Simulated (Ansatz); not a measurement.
One crystal and one scan (energy against volume) at two levels, PBE (plane waves to 420 eV, PAW, scalar-relativistic; Ansatz, a first-principles code) and r2SCAN (plane waves to 500 eV, PAW, scalar-relativistic; Ansatz), each from its own relaxed cell and on its own mesh. The cell shown is that of PBE.

GaN (zinc blende)

```yaml
crystal:
  lattice:
    - [0.00000, 2.27425, 2.27425]
    - [2.27425, 0.00000, 2.27425]
    - [2.27425, 2.27425, 0.00000]
  atoms:
    - { symbol: N, position: [0.75000, 0.75000, 0.75000] }
    - { symbol: Ga, position: [0.00000, 0.00000, 0.00000] }
```

This relaxed cell (volume V₀) is scaled evenly in all directions, its shape held. Symmetry pins the atoms to their sites.

Energies are smeared free energies. GaN was relaxed with its symmetry unable to fall. Percentages come from the unrounded values. Both scans cover V/V₀ from 0.900 to 1.100.

| quantity | PBE | r2SCAN | PBE − r2SCAN |
|---|---|---|---|
| Lattice constant a (Å) | 4.549 | 4.498 | +0.051 (+1.1 %) |
| Band gap of the relaxed cell, no spin-orbit coupling (eV) | 1.54 | 2.17 | -0.63 (-29 %) |
| Pressure at the smallest volume (GPa) | 22.9 | 25.9 | -3.0 (-12 %) |
| Energy cost of the largest compression (meV/atom) | 76.4 | 84.0 | -7.6 (-9.0 %) |
| Energy cost of the largest expansion (meV/atom) | 53.0 | 58.9 | -5.9 (-9.9 %) |
| Bulk modulus B₀ (third-order Birch-Murnaghan fit) (GPa) | 171.8 | 196.3 | -24.5 (-12 %) |
| Pressure derivative B₀′ (fit) | 4.4 | 4.3 | +0.1 (+3 %) |
| Pressure for 5 % compression (fit) (GPa) | 9.9 | 11.2 | -1.3 (-12 %) |

PBE gives the higher value for: lattice constant a. PBE gives the lower value for: band gap of the relaxed cell, no spin-orbit coupling; pressure at the smallest volume; energy cost of the largest compression; energy cost of the largest expansion; bulk modulus B₀; pressure for 5 % compression. For the lattice constant a the reference is 4.5 Å (measured, room temperature or unstated; as given in I. Vurgaftman, J. R. Meyer, L. R. Ram-Mohan, Journal of Applied Physics (2001), doi:10.1063/1.1368156): it holds thermal shifts, so no verdict is drawn.  Neither level is exact: the differences show how much the result hangs on the functional.

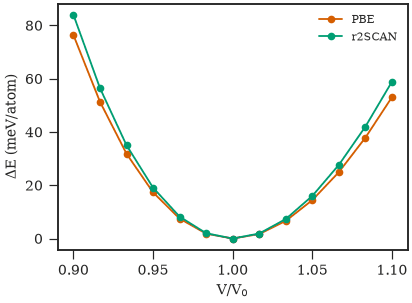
Fig. 1. ΔE, each from the relaxed starting cell of its own level.

(Under strain, the slope of the energy per volume gives the stress and its curvature an elastic modulus.)
